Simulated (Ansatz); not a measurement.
## Energy against volume for TiO2 (rutile)

TiO₂ (rutile)

Space group P4₂/mnm (No. 136); a = b = 4.5967 Å, c = 2.9537 Å, α = β = γ = 90.00°

| atom | site | symmetry | x | y | z |
|---|---|---|---|---|---|
| Ti | 2a | m.mm | 0.0000 | 0.0000 | 0.0000 |
| O | 4f | m.2m | 0.3046 | 0.3046 | 0.0000 |

This relaxed cell (volume V₀) is scaled evenly in all directions, its shape held. The atoms relax within the cell's symmetry.

Computed with r2SCAN (plane waves to 500 eV, PAW, scalar-relativistic; Ansatz, a first-principles code). k mesh 7×7×11 (Γ-centred), Fermi-Dirac smearing 0.05 eV. E stands for the smeared free energy. With the shape held, the modulus is that of even scaling; a crystal free to change shape is softer. TiO2 is run without spin polarisation. TiO2 was relaxed with its symmetry unable to fall. ΔE is measured from the relaxed starting cell.

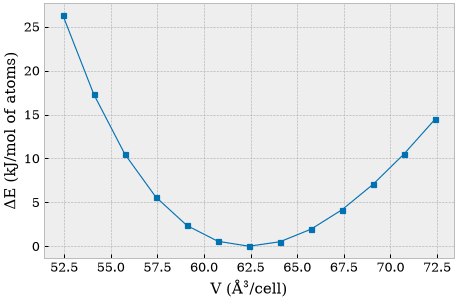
ΔE (kJ/mol of atoms) against V (Å³/cell); markers are the computed points, lines only join them.

The energy cost of the largest expansion is 150.0 meV/atom, the equilibrium volume of the fit comes out as 10.40 Å³/atom and the pressure derivative B₀′ (fit) is 4.5. The pressure for 5 % compression (fit) is 13.7 GPa and the energy cost of the largest compression is 272.9 meV/atom.

P = (3B₀/2)(x⁷ − x⁵)[1 + ¾(B₀′ − 4)(x² − 1)] with x = (1/0.95)^(1/3), B₀ = 238 GPa and B₀′ = 4.53.

(A scan under strain: stresses follow from slopes of the energy per volume, elastic moduli from its curvatures.)
